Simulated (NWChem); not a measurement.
# C3H5F (allyl fluoride) at 6 levels

We compute a comparison of 6 runs (CAM-B3LYP/def2-SVP, B2PLYP/def2-SVP, B3LYP/def2-SVP, M06-2X/def2-SVP, PBE0/def2-SVP, wB97X/def2-SVP) of C3H5F (allyl fluoride). 

The calculation is run with NWChem 7.3.0.

1 further run of the same task is left out (set aside as unsound or not needed).

### Step 1. The system as given

C3H5F: 9 atoms, total charge 0, spin state singlet. SMILES: `C=CCF`. The coordinates come from a PBE0-D4/def2-TZVP relaxation. This is one conformer, not always the lowest.

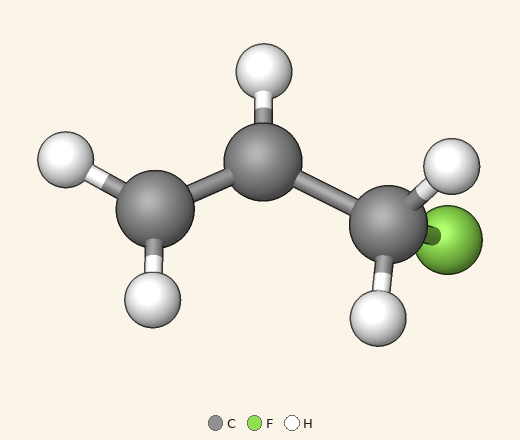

The structure, seen from a chosen angle (carbon grey, fluorine green, hydrogen white).

### Step 2. Energy and gradient at CAM-B3LYP/def2-SVP (run 1)

run.nw reads:

```
start run
memory stack 880 mb heap 220 mb global 1100 mb
charge 0

geometry noautosym nocenter noautoz
  C     -0.578000     1.122500    -0.608000
  C      0.352500     0.215400    -0.353400
  C      0.200500    -0.852800     0.668500
  F      0.430500    -2.098200     0.102300
  H     -0.422500     1.909200    -1.336700
  H     -1.531700     1.114000    -0.089100
  H      1.299800     0.230700    -0.886500
  H      0.929800    -0.730800     1.477200
  H     -0.806800    -0.852300     1.094700
end

basis "ao basis" spherical bse
  C library def2-SVP
  F library def2-SVP
  H library def2-SVP
end

dft
  xc xcamb88 1.00 lyp 0.81 vwn_5 0.19 hfexch 1.00
  cam 0.33 cam_alpha 0.19 cam_beta 0.46
  grid xfine
  convergence energy 1e-08
  direct
  maxiter 100
  mulliken
  print low
end

task dft gradient
```

Started as:

```bash
nwchem run.nw > run.out
```

What it wrote:

```text
[...]
 d= 0,ls=0.0,diis     1   -216.8163504199 -3.31D+02  9.89D-03  4.91D-01     9.3
[...]
 d= 0,ls=0.0,diis    10   -216.8737577610 -8.01D-10  4.92D-07  9.62D-10    86.1
         Total DFT energy =     -216.873757761041
      One electron energy =     -522.931311202661
           Coulomb energy =      219.952318066817
    Exchange-Corr. energy =      -28.475381171291
 Nuclear repulsion energy =      114.580616546095
[...]
                         DFT ENERGY GRADIENTS
    atom               coordinates                        gradient
                 x          y          z           x          y          z
   1 C      -1.092262   2.121217  -1.148953   -0.000196  -0.000571   0.000282
   2 C       0.666128   0.407047  -0.667829    0.001085   0.001324  -0.002316
   3 C       0.378890  -1.611558   1.263282   -0.002368   0.010367   0.006096
   4 F       0.813527  -3.965023   0.193319    0.000268  -0.003956  -0.001227
   5 H      -0.798409   3.607865  -2.525997   -0.000819  -0.004523   0.004418
   6 H      -2.894493   2.105155  -0.168375    0.005380  -0.000100  -0.002910
   7 H       2.456266   0.435960  -1.675242   -0.005180   0.000213   0.002807
   8 H       1.757067  -1.381012   2.791503   -0.003132  -0.001710  -0.004334
   9 H      -1.524631  -1.610613   2.068683    0.004964  -0.001043  -0.002816
 Task  times  cpu:      113.1s     wall:      113.1s
[...]
```

Run time: 1.9 min. Hardware: 1 thread of Intel Xeon Platinum 8259CL at 2.50GHz (Skylake/Cascade Lake), shared host; peak memory 0.14 GiB.

### Step 3. A single-point energy at B2PLYP/def2-SVP (run 2)

geom.nw reads:

```
start geom
memory 2200 mb
charge 0

geometry noautosym nocenter noautoz
  C    -0.578000    1.122500   -0.608000
  C     0.352500    0.215400   -0.353400
  C     0.200500   -0.852800    0.668500
  F     0.430500   -2.098200    0.102300
  H    -0.422500    1.909200   -1.336700
  H    -1.531700    1.114000   -0.089100
  H     1.299800    0.230700   -0.886500
  H     0.929800   -0.730800    1.477200
  H    -0.806800   -0.852300    1.094700
end

basis spherical bse
  * library def2-SVP
end

dft
  xc hfexch 0.53 becke88 0.47 lyp 0.73 mp2 0.27
  dftmp2 semidirect
  grid xfine
  convergence energy 1e-08
  maxiter 100
  mulliken
end

mp2
  freeze core 4
end

task dft energy
```

Started as:

```bash
nwchem geom.nw > geom.out
```

What it wrote:

```text
[...]
          Wavefunction type:  closed shell.
          No. of atoms     :     9
          No. of electrons :    32
[...]
          Charge           :     0
          Spin multiplicity:     1
[...]
          AO basis - number of functions:    81
[...]
              XC Information
              --------------
                     Hartree-Fock (Exact) Exchange  0.530
                    Becke 1988 Exchange Functional  0.470
              Lee-Yang-Parr Correlation Functional  0.730
[...]
 d= 0,ls=0.0,diis     1   -216.5099732432 -3.31D+02  8.16D-03  4.06D-01     5.8
[...]
 d= 0,ls=0.0,diis     8   -216.5630329454 -9.15D-09  3.85D-06  2.39D-07    40.1
         Total DFT energy =     -216.563032945398
      One electron energy =     -522.820504556004
           Coulomb energy =      219.855853970409
    Exchange-Corr. energy =      -28.178998905898
 Nuclear repulsion energy =      114.580616546095
[...]
      Total Density - Mulliken Population Analysis
     ---------------------------------------------
    Atom       Charge   Shell Charges
 -----------   ------   -------------------------------------------------------
    1 C    6     6.04   1.99  0.89  0.23  2.04  0.87  0.03
    2 C    6     6.15   1.99  0.91  0.28  2.06  0.88  0.04
    3 C    6     5.61   1.99  0.91  0.06  2.00  0.57  0.07
    4 F    9     9.34   1.99  1.13  0.81  3.34  2.06  0.01
    5 H    1     0.96   0.75  0.18  0.02
    6 H    1     0.97   0.75  0.19  0.02
    7 H    1     0.97   0.75  0.19  0.02
    8 H    1     0.98   0.77  0.19  0.02
    9 H    1     0.99   0.77  0.20  0.02
[...]
  Basis functions       =     81
[...]
```

It took 43 s on 1 thread of Intel Xeon Platinum 8259CL at 2.50GHz (Skylake/Cascade Lake), shared host; peak memory 0.22 GiB.

### Step 4. Energy and forces at B3LYP/def2-SVP (run 3)

work.nw reads:

```
start work
title "C3H5F B3LYP"
memory stack 880 mb heap 220 mb global 1100 mb
charge 0

geometry units angstrom noautosym nocenter noautoz
 C     -0.578000     1.122500    -0.608000
 C      0.352500     0.215400    -0.353400
 C      0.200500    -0.852800     0.668500
 F      0.430500    -2.098200     0.102300
 H     -0.422500     1.909200    -1.336700
 H     -1.531700     1.114000    -0.089100
 H      1.299800     0.230700    -0.886500
 H      0.929800    -0.730800     1.477200
 H     -0.806800    -0.852300     1.094700
end

basis spherical bse
 * library def2-SVP
end

dft
 xc b3lyp
 grid xfine
 convergence energy 1e-08
 iterations 100
 mulliken
 noprint "final vectors analysis"
end

task dft gradient
```

Started as:

```bash
nwchem work.nw > work.out
```

What it wrote:

```text
[...]
          Wavefunction type:  closed shell.
          No. of atoms     :     9
          No. of electrons :    32
[...]
          Charge           :     0
          Spin multiplicity:     1
[...]
          AO basis - number of functions:    81
[...]
              XC Information
              --------------
                         B3LYP Method XC Potential
                     Hartree-Fock (Exact) Exchange  0.200
                        Slater Exchange Functional  0.800 local
                    Becke 1988 Exchange Functional  0.720 non-local
              Lee-Yang-Parr Correlation Functional  0.810
                  VWN I RPA Correlation Functional  0.190 local
[...]
 d= 0,ls=0.0,diis     1   -216.9141968575 -3.31D+02  1.18D-02  4.95D-01     6.1
[...]
 d= 0,ls=0.0,diis    10   -216.9721440299 -3.12D-09  3.42D-07  1.71D-09    59.9
         Total DFT energy =     -216.972144029919
      One electron energy =     -522.966288914625
           Coulomb energy =      219.997154688312
    Exchange-Corr. energy =      -28.583626349700
 Nuclear repulsion energy =      114.580616546095
[...]
      Total Density - Mulliken Population Analysis
     ---------------------------------------------
    Atom       Charge   Shell Charges
 -----------   ------   -------------------------------------------------------
    1 C    6     6.02   1.99  0.90  0.21  2.07  0.82  0.03
    2 C    6     6.11   1.99  0.92  0.26  2.09  0.82  0.04
    3 C    6     5.65   1.99  0.93  0.04  2.05  0.58  0.07
    4 F    9     9.29   1.99  1.13  0.80  3.35  2.01  0.01
    5 H    1     0.97   0.75  0.20  0.02
    6 H    1     0.98   0.75  0.21  0.02
    7 H    1     0.99   0.75  0.21  0.02
    8 H    1     0.99   0.76  0.21  0.02
    9 H    1     1.00   0.77  0.22  0.02
[...]
  wavefunction    = closed shell
[...]
```

It took 69 s on 1 thread of Intel Xeon Platinum 8259CL at 2.50GHz (Skylake/Cascade Lake), shared host; peak memory 0.14 GiB.

Runs 4 to 5 aren't shown in full; the table further down has their settings and results.

### Step 5. Energy and forces at wB97X/def2-SVP (run 6)

run.py reads:

```python
from ase import Atoms
from ase.calculators.nwchem import NWChem

molecule = Atoms(['C', 'C', 'C', 'F', 'H', 'H', 'H', 'H', 'H'], positions=[
    [-0.578000, 1.122500, -0.608000],
    [0.352500, 0.215400, -0.353400],
    [0.200500, -0.852800, 0.668500],
    [0.430500, -2.098200, 0.102300],
    [-0.422500, 1.909200, -1.336700],
    [-1.531700, 1.114000, -0.089100],
    [1.299800, 0.230700, -0.886500],
    [0.929800, -0.730800, 1.477200],
    [-0.806800, -0.852300, 1.094700],
])

calc = NWChem(
    label='sp',
    theory='dft',
    memory='2200 mb',
    basis='def2-SVP',
    basispar='spherical bse',
    dft={'xc': 'wb97x', 'mult': '1', 'grid': 'xfine', 'convergence': 'energy 1e-08', 'iterations': '100', 'mulliken': None},
)
molecule.calc = calc

forces = molecule.get_forces()
print("Total energy (eV):", round(molecule.get_potential_energy(), 6))
print("forces (eV/A):")
for s, f in zip(molecule.symbols, forces):
    print(f"{s:2s} {f[0]:10.5f} {f[1]:10.5f} {f[2]:10.5f}")
print("dipole (e A):", molecule.get_dipole_moment().round(4))
```

Started as:

```bash
export ASE_NWCHEM_COMMAND="nwchem PREFIX.nwi > PREFIX.nwo"
python run.py
```

What it wrote:

```text
Total energy (eV): -5902.531589
forces (eV/A):
C    -0.03229    0.07287   -0.02252
C     0.01152   -0.09215    0.09493
C     0.12022   -0.53746   -0.23325
F    -0.00771    0.14568    0.03332
H     0.04926    0.26220   -0.25567
H    -0.32144    0.00190    0.17576
H     0.30200   -0.00278   -0.17226
H     0.16239    0.09595    0.22837
H    -0.28395    0.05374    0.15128
dipole (e A): [-0.0535  0.3561  0.1328]
```

The calculator wrote sp.nwi:

```
title "sp"

permanent_dir sp

scratch_dir sp

start sp

geometry units angstrom nocenter noautosym noautoz
  C  -5.7799999999999996e-01 1.1225000000000001e+00 -6.0799999999999998e-01
  C  3.5249999999999998e-01 2.1540000000000001e-01 -3.5339999999999999e-01
  C  2.0050000000000001e-01 -8.5280000000000000e-01 6.6849999999999998e-01
  F  4.3049999999999999e-01 -2.0981999999999998e+00 1.0230000000000000e-01
  H  -4.2249999999999999e-01 1.9092000000000000e+00 -1.3367000000000000e+00
  H  -1.5317000000000001e+00 1.1140000000000001e+00 -8.9099999999999999e-02
  H  1.2998000000000001e+00 2.3069999999999999e-01 -8.8649999999999995e-01
  H  9.2979999999999996e-01 -7.3080000000000001e-01 1.4772000000000001e+00
  H  -8.0679999999999996e-01 -8.5229999999999995e-01 1.0947000000000000e+00
end

memory 2200 mb

basis spherical bse noprint
   * library def2-SVP
end

dft
  xc wb97x
  mult 1
  grid xfine
  convergence energy 1e-08
  iterations 100
  mulliken
end

task dft gradient
```

sp.nwo:

```text
Northwest Computational Chemistry Package (NWChem) 7.3.0
             --------------------------------------------------------

           Job information
           ---------------

    nwchem branch   = 7.3.0
    use scalapack   = T
    input           = sp.nwi
    prefix          = sp.
    data base       = sp/sp.db
    status          = startup
    nproc           =        1

           Memory information
           ------------------

[... 5 lines left out ...]
    hardfail = no
[... 105 lines left out ...]
  convergence criterion.
[... 48 lines left out ...]
          Spatial weights used:  Erf1
[... 32 lines left out ...]
 1-e energy   =    -519.548214
[... 43 lines left out ...]
           Coulomb energy =      219.895388627041
[... 640 lines left out ...]
          Convergence on density requested:  1.00D-05
[... 33 lines left out ...]
          total energy or number of iterations.
[... 42 lines left out ...]
                 ----------------------------------------
                 |  Time  |  1-e(secs)   |  2-e(secs)   |
                 ----------------------------------------
                 |  CPU   |       0.02   |      22.21   |
                 ----------------------------------------
                 |  WALL  |       0.02   |      22.21   |
                 ----------------------------------------

 Task  times  cpu:      163.2s     wall:      163.2s
 Total times  cpu:      163.2s     wall:      163.2s
```

Wall time 2.8 min (1 thread of Intel Xeon Platinum 8259CL at 2.50GHz (Skylake/Cascade Lake), shared host); peak memory 0.14 GiB.

### Step 6. The series

```csv
run,level,task,frozen core orbitals,energy (Eh),largest force (eV/Å),wall time
1,CAM-B3LYP/def2-SVP,gradient,–,-216.873758,0.630,1.9 min
2,B2PLYP/def2-SVP,energy,4,-216.755706,–,43 s
3,B3LYP/def2-SVP,gradient,–,-216.972144,0.444,69 s
4,M06-2X/def2-SVP,gradient,–,-216.870523,0.709,86 s
5,PBE0/def2-SVP,gradient,–,-216.729144,0.723,62 s
6,wB97X/def2-SVP,gradient,–,-216.914037,0.598,2.8 min
```

### Step 7. Summary of results

| quantity | value |
| --- | --- |
| run 6: total energy | -216.91404 Eh |
| run 6: dipole moment | 1.84 D |
| run 6: HOMO energy | -10.38 eV |
| run 6: LUMO energy | 2.30 eV |
| run 6: HOMO–LUMO gap | 12.68 eV |
| run 6: largest force on an atom | 0.598 eV/Å |

In words: Over runs 2, 3, 4, 5, 6 the dipole moment (its size) runs from 1.77 D (B3LYP/def2-SVP) to 1.96 D (B2PLYP/def2-SVP). A double hybrid's value is that of its SCF part. Over runs 2, 4, 5, 6 the HOMO–LUMO gap runs from 7.96 eV (PBE0/def2-SVP) to 12.68 eV (wB97X/def2-SVP). Totals of different functionals can't be ranked against each other. All runs together took 9 min, the longest 2.8 min.
